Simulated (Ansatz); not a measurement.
H$_{7}$Si$_{3}$···H$_{3}$Si···H···F

```xyz
16

Si   -0.1666    0.6358    0.1265
Si    1.7465   -0.6830    1.2984
Si   -0.4341    1.3184   -2.1059
Si   -1.9187   -0.8121    0.6665
H    -0.1237    1.8347    1.0056
H     1.3977   -0.0783   -0.3846
F     2.4161   -0.6942   -0.5280
H     3.0578   -0.1372    1.7135
H     0.8411   -0.2484    2.4179
H     1.5748   -2.1509    1.2593
H    -1.7990    1.8795   -2.3038
H     0.5725    2.3554   -2.4545
H    -0.2582    0.1454   -3.0006
H    -1.9501   -1.9093   -0.3372
H    -1.7519   -1.3885    2.0255
H    -3.2045   -0.0674    0.6015
```

A transition-state structure; geometry: PBE0-D4/def2-TZVP.

These are results of Ansatz, RKS PBE0-D4/def2-TZVPP, not measurements.

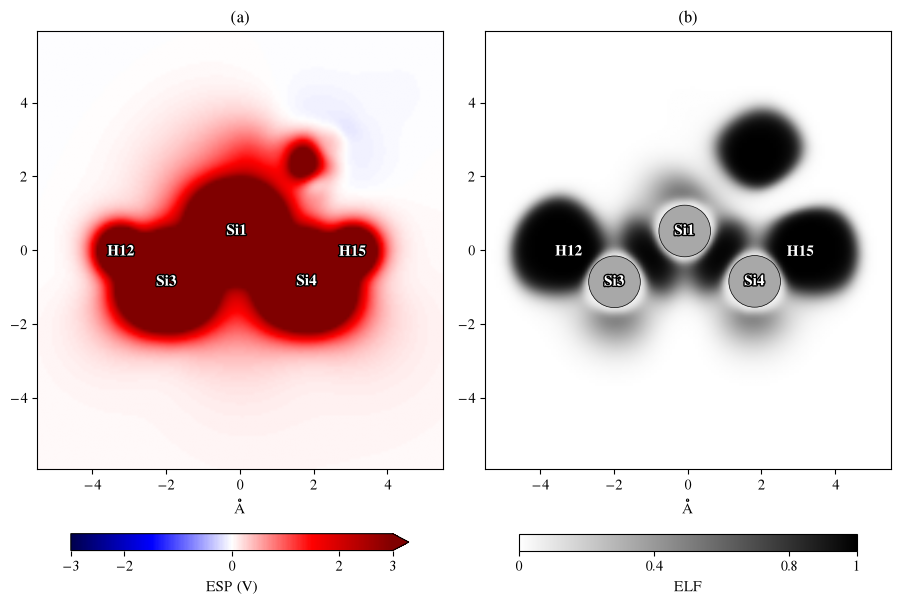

Figure 1. (a) electrostatic potential; (b) ELF on the plane of atoms Si3, Si1 and Si4. Grey discs cover the atomic cores in the ELF map.

### Interpret the plot.

- Atoms in the plane: Si and H.
- Si–Si (2.34 Å): the ELF peaks at about 1 between the atoms, as expected for a covalent bond.
- Si–H (1.49 Å): the ELF climbs to about 1 towards the hydrogen, as it does in any bond to H.
- The potential has no marked negative region in this plane.

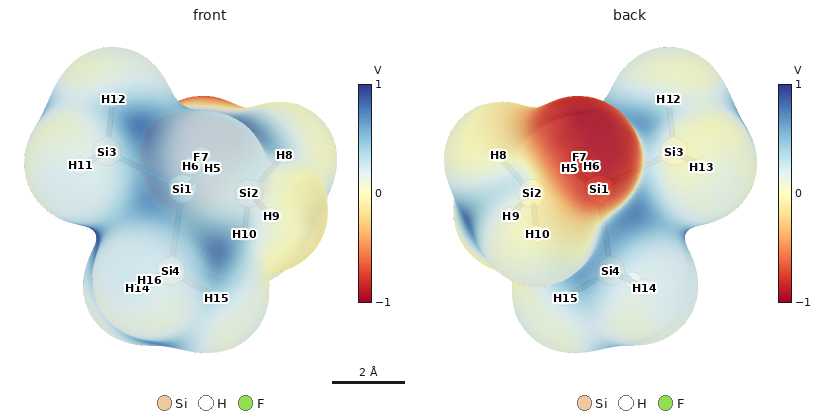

Figure 2. The electrostatic potential painted on the density surface at 0.001 e/bohr³, seen from the front and from behind; red is negative and blue positive.

### Which sites attract a positive test charge, and which a negative one?

A positive charge is drawn to the negative regions and a negative charge to the positive ones. The most negative region (about −0.9 V) lies over F7, the most positive (about +0.8 V) over Si2, Si3 and Si4.

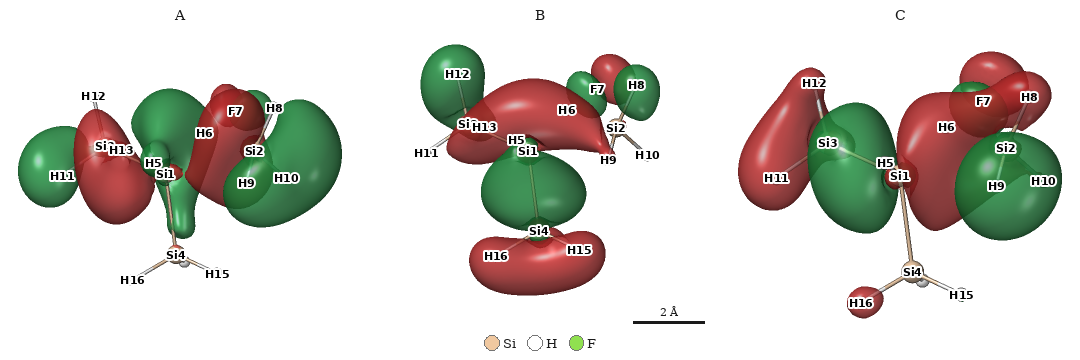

Figure 3. Three frontier orbitals at ±0.06 Å⁻³ᐟ² (green and red are the two phases), in no order.

### Which picture is the HOMO−1, the HOMO and the LUMO?

B is the HOMO−1 (−8.23 eV). By Hirshfeld shares it lies mainly on Si1 (about 30 %), Si4 (about 25 %), Si3 (about 10 %) and F7 (about 10 %). C is the HOMO (−7.61 eV). Its weight (Hirshfeld) is mainly on Si1 (about 25 %), Si2 (about 20 %), Si3 (about 15 %), H9 (about 15 %) and F7 (about 15 %). A is the LUMO (−1.32 eV). Its weight (Hirshfeld) is mainly on Si2 (about 35 %), Si1 (about 20 %), Si3 (about 15 %), H6 (about 5 %) and H9 (about 5 %).

### What is the HOMO–LUMO gap?

6.29 eV between the orbital energies.
